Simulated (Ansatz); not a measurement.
**SiHBrClO: single-point calculation**

SiHBrClO, multiplicity 2, computed with UKS PBE0-D4/def2-TZVPP (Ansatz 0.2.0).

The geometry comes from this level: PBE0-D4/def2-TZVP.

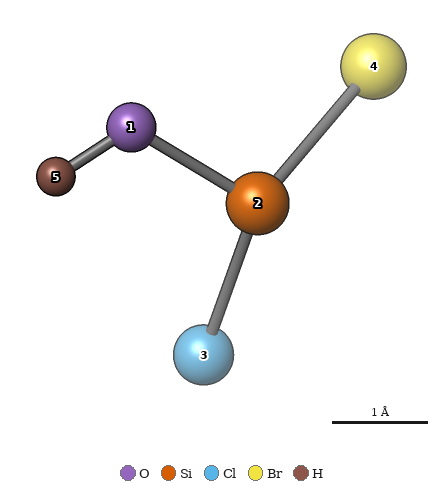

*The structure (ball-and-stick view, seen at a tilt; atoms are numbered from 1 in the order of the input).*

Summary

```tsv
quantity	value
outcome	converged
total energy	−92496.8371 eV
mean-field energy	−92496.6968 eV
dispersion energy	−0.1403 eV
⟨S²⟩	0.753
SCF solution under orbital rotations	stable
HOMO (either spin)	−6.65 eV
LUMO (either spin)	−3.00 eV
hardware	4 threads of Arm Neoverse V1, 23 GiB of memory available, shared host
wall time	5.5 s (CPU time 19 s)
peak memory	0.65 GiB
```

Input file
```yaml
crystal:
  periodic: [false, false, false]
  atoms:
    - {symbol: O, position_ang: [0.582423, 0.855249, -0.667747]}
    - {symbol: Si, position_ang: [-0.211805, 0.137666, 0.565979]}
    - {symbol: Cl, position_ang: [-1.682516, -1.093308, -0.190381]}
    - {symbol: Br, position_ang: [1.283486, -1.027430, 1.711810]}
    - {symbol: H, position_ang: [0.078313, 1.054223, -1.461060]}
basis:
  gaussian: {orbitals: def2-TZVPP}
magnetization: {spin_polarized: true, initial_magnetization: 1}
hamiltonian: {xc: pbe0, dispersion: d4}
output: {orbitals: {seedname: orbitals}}
```

Launch command:
```bash
ansatz run in.yaml --threads 4 --pin off --events-out ev --progress --plain --max-ram 10444MiB
```

Output
```
Functional definition: PBE0
  name "PBE0"
  cite "Adamo & Barone, J. Chem. Phys. 110, 6158 (1999) doi:10.1063/1.478522"
  cite "Perdew, Burke & Ernzerhof, Phys. Rev. Lett. 77, 3865 (1996) doi:10.1103/PhysRevLett.77.3865"
  parent pbe
  parameter a = 0.25
  parameter kappa = 0.804
  parameter beta = 0.06672455060314922
  exchange = (1 - a)*pbe_x(kappa = kappa, mu = beta*pi^2/3) + a*exact_x
  correlation = pbe_c(beta = beta)
1239 factors; their error is unknown
mean field evaluation 1: about -92491.6149 eV, gradient 3.7e1 eV
mean field evaluation 2: about -92478.0232 eV, gradient 6.9e1 eV
mean field evaluation 4: about -92496.1865 eV, gradient 2.6e0 eV
mean field evaluation 8: about -92496.2106 eV, gradient 6.9e-2 eV
mean field evaluation 16: about -92496.6968 eV, gradient 2.5e-4 eV
mean field -92496.69679749 eV, -3399.1909107949 hartree, gradient 2.3e-5 eV, S^2 0.752616; 0 other end points of the search recorded, 0 dependent functions left out
reference -92496.69682391 eV, -3399.1909117658 hartree; 38, 37 occupied and 139, 140 virtual orbitals, 1239 factors
Total energy: -92496.83713161 eV, -3399.1960679785 hartree
```

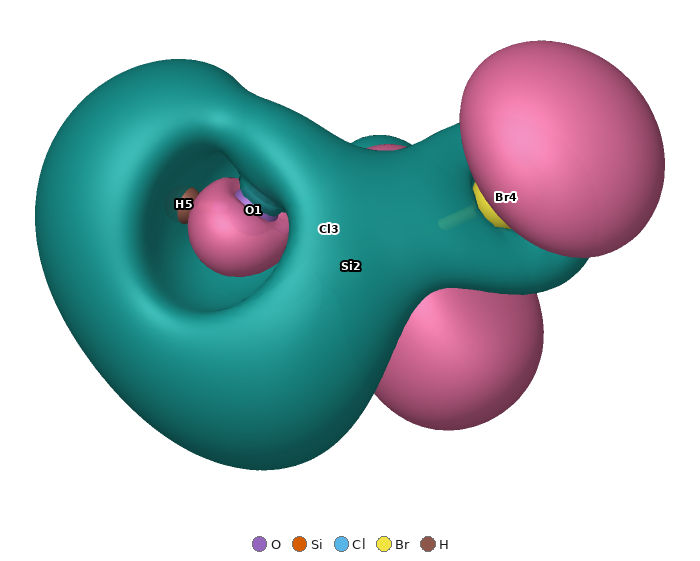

*The LUMO (α) at ±0.05 Å⁻³ᐟ² (teal and pink are the two phases), seen from the side.*

It lies mainly on Si2 (50 %), Br4 (20 %), Cl3 (15 %), H5 (10 %) and O1 (10 %). Its energy is 0.06 eV.

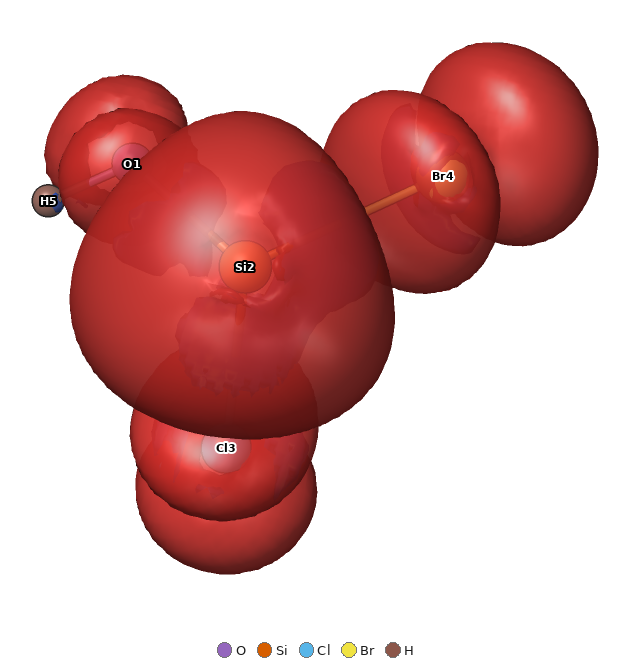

*Isosurfaces of the spin density at +0.005 (red) and −0.005 e/Å³ (blue), seen face on.*

The unpaired spin (1 electron) lies mostly on Si2 (about 0.7), Br4 (about 0.1), Cl3 (about 0.1) and O1 (about 0.1), in electrons by Hirshfeld's partition.

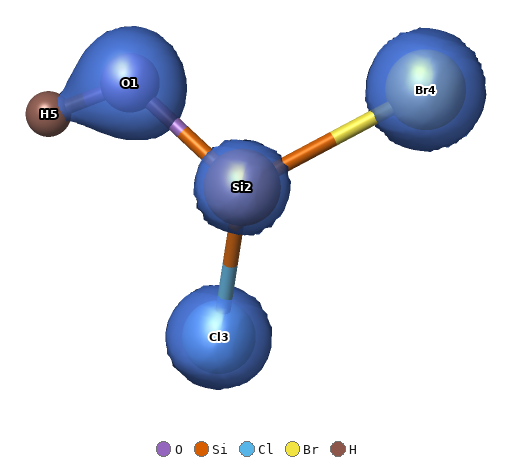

*Isosurface of the total electron density at 2 e/Å³ (blue), seen at a tilt.*

At this value the surface falls into four separate pieces. It is pinched off along the Si–O (1.63 Å), Si–Cl (2.06 Å) and Si–Br (2.22 Å) contacts. On the grid the lowest density along these lines, outside the cores, is 1.1 e/Å³ (Si–O, 1.63 Å), 0.67 e/Å³ (Si–Cl, 2.06 Å), 0.62 e/Å³ (Si–Br, 2.22 Å) and 2.5 e/Å³ (O–H, 0.96 Å).

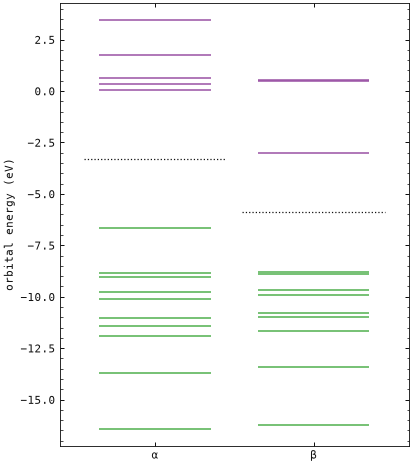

*Orbital energies near the frontier for α and β spins; the dotted line parts filled from empty levels, and levels within 0.02 eV of each other stand side by side.*

α: highest filled −6.65 eV, lowest empty 0.06 eV, 6.71 eV apart; β: highest filled −8.80 eV, lowest empty −3.00 eV, 5.80 eV apart.
